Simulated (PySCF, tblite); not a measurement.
# C4H7BF2: geometry, infrared bands and NMR shifts

Wanted: the infrared bands and NMR shifts of C4H7BF2 (`C/C=C(\C)B(F)F`), by calculation.

Programs: tblite 0.8.0 and PySCF 2.14.0, with density-fitted response routines of our own. Each step states its level of theory. These are calculated values for one molecule in the gas phase, unless marked as measured. Atoms count from 0, in the outputs and in this text.

## 1. Starting geometry

14 atoms, charge 0, multiplicity 1; geometry from: force field or distance geometry start.

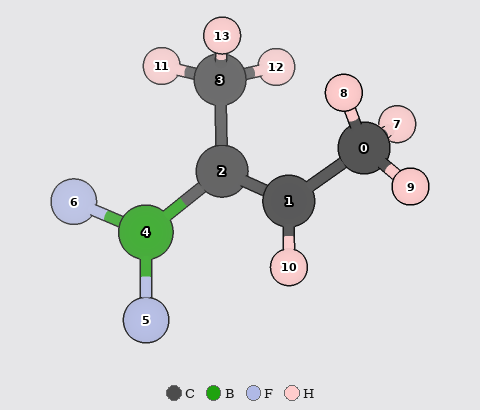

The starting geometry (carbon dark grey, boron green, fluorine light blue, hydrogen pink), atoms numbered.

## 2. Relaxing the molecule with GFN2-xTB

The job: settings as JSON, then the geometry in Å.

```
{"job": {"kind": "relax", "xc": "GFN2-xTB", "basis": "xTB"}, "charge": 0, "multiplicity": 1}
C     -1.922200     0.036800    -0.289800
C     -0.602000    -0.572800    -0.611600
C      0.568400    -0.161500    -0.041900
C      0.588300     0.987600     0.938400
B      1.911400    -0.874700    -0.432600
F      1.912400    -1.966300    -1.389700
F      3.165600    -0.441200     0.136900
H     -2.151700    -0.062100     0.796700
H     -1.926000     1.110800    -0.567500
H     -2.729600    -0.476500    -0.863900
H     -0.593600    -1.401100    -1.315600
H      1.615500     1.188900     1.304300
H     -0.036400     0.728000     1.842200
H      0.199200     1.903600     0.471900
```

Started as:

```
$ OMP_NUM_THREADS=1 python probes_run.py task.json out
```

This one command runs all jobs of the session in turn.

**Question.** This job is followed by: GFN2-xTB harmonic vibrations, gas phase; GIAO PBE0/pcSseg-1 NMR shielding, non-relativistic, gas phase. What will the session give for the following? strongest single infrared mode (GFN2-xTB); zero-point energy (GFN2-xTB); ¹³C shifts against TMS (PBE0/pcSseg-1); ¹H shifts against TMS (PBE0/pcSseg-1, means over atoms taken as alike); ¹¹B shifts against BF3·OEt2 (PBE0/pcSseg-1); ¹⁹F shifts against CFCl3 (PBE0/pcSseg-1, means over atoms taken as alike).

The runs gave:

| quantity | value |
| --- | --- |
| strongest single infrared mode (GFN2-xTB) | 1249 cm⁻¹, 344 km/mol |
| zero-point energy (GFN2-xTB) | 66.2 kcal/mol |
| ¹³C shifts against TMS (PBE0/pcSseg-1) | 164.4, 135.3, 17.7, 14.9 ppm |
| ¹H shifts against TMS (PBE0/pcSseg-1, means over atoms taken as alike) | 7.46, 1.95, 1.77 ppm |
| ¹¹B shifts against BF3·OEt2 (PBE0/pcSseg-1) | 22.9 ppm |
| ¹⁹F shifts against CFCl3 (PBE0/pcSseg-1, means over atoms taken as alike) | -96.0 ppm |

What this shows: Over 17 steps the energy fell by 0.629 eV; of the close pairs, B4–F5 changed most, 1.452 to 1.324 Å. All 36 modes are real, so the xTB geometry is a minimum. The strongest single mode, at 1249 cm⁻¹, moves mainly B4. Unscaled tight-binding wavenumbers are off by several per cent, some by more. Its intensities can rank the bands wrongly. H10 (hydrogen on an alkene CH) lies farthest downfield among hydrogen, at 7.46 ppm; olefinic region.
